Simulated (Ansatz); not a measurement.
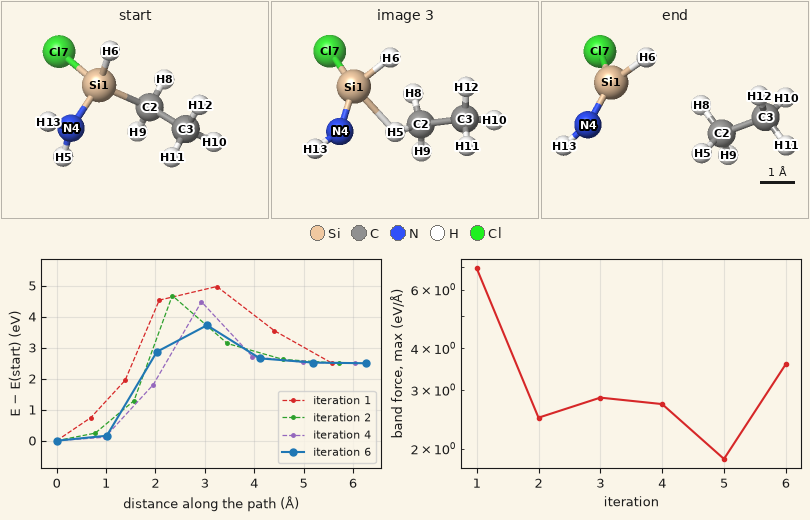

A nudged-elastic-band calculation for C$_{2}$H$_{8}$ClNSi. Images are numbered from 0 (start) to 6 (end). The plot follows the band through its iterations. Style: ball-and-stick. Shown from a free direction.

These are results of RHF/def2-SVP (Ansatz), not measurements. Run with 5 movable images; climbing image; force threshold 0.03 eV/Å; iteration limit 6; starting path through a guess of the saddle point.

### Judge this run.

The result isn't final. The band hadn't converged when the run stopped after 6 iterations. The largest component of the band force went from 7 to 3.6 eV/Å. The barrier read from it is provisional: over the last two iterations the highest image moved from 4.48 eV to 3.72 eV. The iteration limit was low. The first iteration put the highest image at 4.97 eV. Forward barrier 3.72 eV, backward barrier 1.23 eV, with image 3 at the top; the reaction energy is +2.50 eV.

Cost: 41 s on 2 threads of Arm Neoverse V2 (shared host), peak memory 0.26 GiB.
